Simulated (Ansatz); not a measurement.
# triplet H2S: levels of theory compared

We compute a comparison of 6 runs (UHF/3-21G, UHF/aug-cc-pVTZ, U-wB97X/aug-cc-pVTZ, UB3LYP/aug-cc-pVTZ, UPBE0/aug-cc-pVTZ, UMP2/aug-cc-pVTZ) of triplet H2S. 

The results are computed with Ansatz 0.2.0.

34 further runs of the same task are left out: 34 set aside as unsound or not needed.

**1. Starting point**

H2S has 3 atoms, charge 0, and is taken as a triplet. SMILES of the parent species: `S`. The shape is that of a PBE0-D4/def2-TZVP optimisation. That shape belongs to the parent species and isn't relaxed for this state.

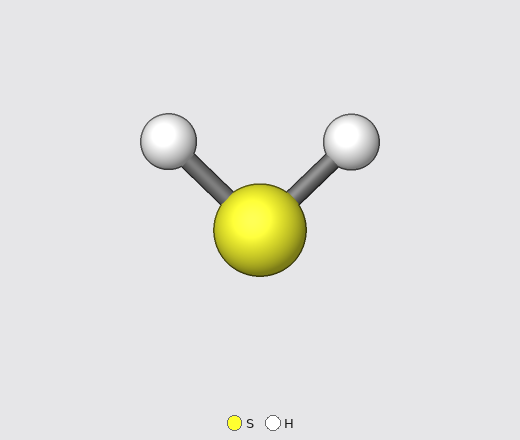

The structure, seen from a chosen angle (sulfur yellow, hydrogen white).

**2. A single-point energy at UHF/3-21G (run 1)**

Input file run.yaml:

```yaml
crystal:
  periodic: [false, false, false]
  atoms:
    - {symbol: S, position_ang: [0.495500, -0.280600, 0.243900]}
    - {symbol: H, position_ang: [0.097900, 0.997700, 0.162400]}
    - {symbol: H, position_ang: [-0.593400, -0.717100, -0.406300]}
basis:
  gaussian:
    orbitals: 3-21G.json
magnetization:
  spin_polarized: true
  initial_magnetization: 2
hamiltonian:
  xc: hf
accuracy: high
output: {orbitals: {seedname: orbitals}}
```

The basis set 3-21G is read from a file made from the Basis Set Exchange's data (not shown).

Launch:

```console
$ ansatz run run.yaml --threads 1 --pin off --max-ram 3480MiB --events-out events.jsonl --progress --plain --runs-dir runs
```

The program printed:

```text
Warning: RAYON_NUM_THREADS=1 ignored (pool sized by the plan → 1); use --threads N
Functional definition: HF
  name "HF"
  exchange = exact_x
  correlation = 0
315 factors; integrals over basis functions are off by at most 4.1e-9 eV
mean field evaluation 1: about -10788.3495 eV, gradient 6.4e0 eV
mean field evaluation 2: about -10788.3641 eV, gradient 6.4e0 eV
mean field evaluation 4: about -10788.7044 eV, gradient 6.2e-1 eV
mean field evaluation 8: about -10788.7125 eV, gradient 1.7e-2 eV
mean field evaluation 16: about -10788.6702 eV, gradient 1.1e0 eV
mean field evaluation 32: about -10788.6736 eV, gradient 4.1e-1 eV
mean field evaluation 64: about -10788.7115 eV, gradient 1.0e-1 eV
mean field evaluation 96: about -10788.6890 eV, gradient 6.1e-1 eV
mean field evaluation 128: about -10788.7131 eV, gradient 8.0e-2 eV
mean field -10788.71362753 eV, -396.4779129590 hartree, gradient 1.4e-8 eV, S^2 2.013384; 5 other end points of the search recorded, 0 dependent functions left out
reference -10788.71362753 eV, -396.4779129590 hartree; 10, 8 occupied and 7, 9 virtual orbitals, 315 factors
Total energy: -10788.71362753 eV, -396.4779129590 hartree
```

Run time: 0.14 s. Hardware: 1 thread of Arm Neoverse V2, shared host.

**3. The energy at UHF/aug-cc-pVTZ (run 2)**

Input file job.yaml:

```yaml
crystal:
  periodic: [false, false, false]
  atoms:
    - {symbol: S, position_ang: [0.495500, -0.280600, 0.243900]}
    - {symbol: H, position_ang: [0.097900, 0.997700, 0.162400]}
    - {symbol: H, position_ang: [-0.593400, -0.717100, -0.406300]}
basis:
  gaussian: {orbitals: aug-cc-pVTZ}
total_charge: 0
magnetization: {spin_polarized: true, initial_magnetization: 2}
hamiltonian: {xc: hf}
accuracy: high
output: {orbitals: {seedname: orbitals}}
```

Launch:

```console
$ ansatz run job.yaml --threads 1 --pin off --max-ram 3480MiB --events-out events.jsonl --progress --plain --runs-dir runs
```

The program printed:

```text
Warning: RAYON_NUM_THREADS=1 ignored (pool sized by the plan → 1); use --threads N
Functional definition: HF
  name "HF"
  exchange = exact_x
  correlation = 0
1402 factors; integrals over basis functions are off by at most 3.5e-9 eV
mean field evaluation 1: about -10843.4102 eV, gradient 9.1e0 eV
mean field evaluation 2: about -10843.4137 eV, gradient 9.1e0 eV
mean field evaluation 4: about -10844.2920 eV, gradient 1.3e0 eV
mean field evaluation 8: about -10844.3157 eV, gradient 2.2e-3 eV
mean field evaluation 16: about -10844.3157 eV, gradient 9.8e-4 eV
mean field evaluation 32: about -10844.3259 eV, gradient 2.0e-2 eV
mean field evaluation 64: about -10844.3248 eV, gradient 5.2e-2 eV
mean field evaluation 96: about -10844.3160 eV, gradient 6.0e-3 eV
mean field evaluation 128: about -10844.3247 eV, gradient 1.5e-2 eV
mean field evaluation 160: about -10844.3157 eV, gradient 1.0e-3 eV
mean field evaluation 192: about -10844.3157 eV, gradient 5.1e-8 eV
mean field -10844.32589259 eV, -398.5216260047 hartree, gradient 6.1e-8 eV, S^2 2.022936; 5 other end points of the search recorded, 0 dependent functions left out
reference -10844.32589259 eV, -398.5216260047 hartree; 10, 8 occupied and 86, 88 virtual orbitals, 1402 factors
Total energy: -10844.32589259 eV, -398.5216260047 hartree
```

It took 6.6 s on 1 thread of Arm Neoverse V2, shared host; peak memory 0.19 GiB.

Run 3 isn't shown in full; the table further down has it.

**4. The energy at UB3LYP/aug-cc-pVTZ (run 4)**

Input file molecule.yaml:

```yaml
crystal:
  periodic: [false, false, false]
  atoms:
    - {symbol: S, position_ang: [0.495500, -0.280600, 0.243900]}
    - {symbol: H, position_ang: [0.097900, 0.997700, 0.162400]}
    - {symbol: H, position_ang: [-0.593400, -0.717100, -0.406300]}
basis:
  gaussian:
    orbitals: aug-cc-pVTZ
magnetization:
  spin_polarized: true
  initial_magnetization: 2
hamiltonian:
  xc: {name: B3LYP}
accuracy: high
output:
  orbitals: {seedname: orbitals}
```

Launch:

```console
$ ansatz run molecule.yaml --threads 1 --pin off --max-ram 3480MiB --events-out events.jsonl --progress --plain --runs-dir runs
```

The program printed:

```text
Warning: RAYON_NUM_THREADS=1 ignored (pool sized by the plan → 1); use --threads N
Functional definition: B3LYP
  name "B3LYP"
  parameter a0 = 0.2
  parameter ax = 0.72
  parameter ac = 0.81
  exchange = (1 - a0 - ax)*slater_x + ax*b88_x + a0*exact_x
  correlation = (1 - ac)*vwn_rpa_c + ac*lyp_c
1402 factors; integrals over basis functions are off by at most 3.5e-9 eV
mean field evaluation 1: about -10863.1650 eV, gradient 6.9e0 eV
mean field evaluation 2: about -10863.4404 eV, gradient 3.6e0 eV
mean field evaluation 4: about -10863.5160 eV, gradient 2.0e-1 eV
mean field evaluation 8: about -10863.5310 eV, gradient 1.2e-2 eV
mean field evaluation 16: about -10863.5310 eV, gradient 1.3e-4 eV
mean field evaluation 32: about -10863.5310 eV, gradient 2.6e-8 eV
mean field evaluation 64: about -10863.5310 eV, gradient 2.5e-8 eV
mean field -10863.53099760 eV, -399.2274005962 hartree, gradient 1.7e-8 eV, S^2 2.004784; 3 other end points of the search recorded, 0 dependent functions left out
reference -10863.53103607 eV, -399.2274020098 hartree; 10, 8 occupied and 86, 88 virtual orbitals, 1402 factors
Total energy: -10863.53103607 eV, -399.2274020098 hartree
```

It took 19 s on 1 thread of Arm Neoverse V2, shared host; peak memory 0.27 GiB.

Run 5 isn't shown in full; the table further down has it.

**5. The energy at UMP2/aug-cc-pVTZ (run 6)**

Input file input.yaml:

```yaml
basis:
  gaussian: {orbitals: aug-cc-pVTZ}
crystal:
  periodic: [false, false, false]
  atoms:
    - symbol: S
      position_ang: [0.495500, -0.280600, 0.243900]
    - symbol: H
      position_ang: [0.097900, 0.997700, 0.162400]
    - symbol: H
      position_ang: [-0.593400, -0.717100, -0.406300]
magnetization: {spin_polarized: true, initial_magnetization: 2}
correlation: {method: mp2, frozen_orbitals: {H: 0, S: 5}}
accuracy: high
```

Launch:

```console
$ ansatz run input.yaml --threads 1 --pin off --max-ram 3480MiB --events-out events.jsonl --progress --plain --runs-dir runs
```

The program printed:

```text
Warning: RAYON_NUM_THREADS=1 ignored (pool sized by the plan → 1); use --threads N
Functional definition: HF
  name "HF"
  exchange = exact_x
  correlation = 0
1402 factors; integrals over basis functions are off by at most 3.5e-9 eV
mean field evaluation 1: about -10843.4102 eV, gradient 9.1e0 eV
mean field evaluation 2: about -10843.4137 eV, gradient 9.1e0 eV
mean field evaluation 4: about -10844.2920 eV, gradient 1.3e0 eV
mean field evaluation 8: about -10844.3157 eV, gradient 2.2e-3 eV
mean field evaluation 16: about -10844.3157 eV, gradient 9.8e-4 eV
mean field evaluation 32: about -10844.3259 eV, gradient 2.0e-2 eV
mean field evaluation 64: about -10844.3249 eV, gradient 1.9e-1 eV
mean field -10844.32589259 eV, -398.5216260047 hartree, gradient 6.1e-8 eV, S^2 2.022936; 5 other end points of the search recorded, 0 dependent functions left out
5 core orbitals not correlated: weight in the atoms' cores, before any rotation towards them, 1.000 or more for the frozen orbitals, at most 0.000 for the correlated occupied ones
reference -10844.32589259 eV, -398.5216260047 hartree; 5, 3 occupied and 86, 88 virtual orbitals, 1402 factors
second order -4.65631673 eV of doubles, -0.00000000 eV of singles
Total energy: -10848.98220932 eV, -398.6927424884 hartree
```

Wall time 4.5 s (1 thread of Arm Neoverse V2, shared host); peak memory 0.18 GiB.

**6. Overview of the runs**

```csv
run,level,frozen core orbitals,energy (Eh),HOMO energy (eV),⟨S²⟩,wall time
1,UHF/3-21G,–,-396.477913,-3.90,2.013,0.14 s
2,UHF/aug-cc-pVTZ,–,-398.521626,-4.37,2.023,6.6 s
3,U-wB97X/aug-cc-pVTZ,–,-399.192363,-4.23,2.006,63 s
4,UB3LYP/aug-cc-pVTZ,–,-399.227402,-2.23,2.005,19 s
5,UPBE0/aug-cc-pVTZ,–,-399.063838,-2.38,2.007,42 s
6,UMP2/aug-cc-pVTZ,5,-398.692742,–,2.023,4.5 s
```

**7. Results**

```
                                          quantity          value
                               run 6: total energy  -398.69274 Eh
run 6: correlation energy (5 core orbitals frozen)     -171.1 mEh
          run 6: ⟨S²⟩ of the reference determinant          2.023
```

**Reading.** Totals of different functionals can't be ranked against each other. All runs together took 2.2 min, the longest 63 s.
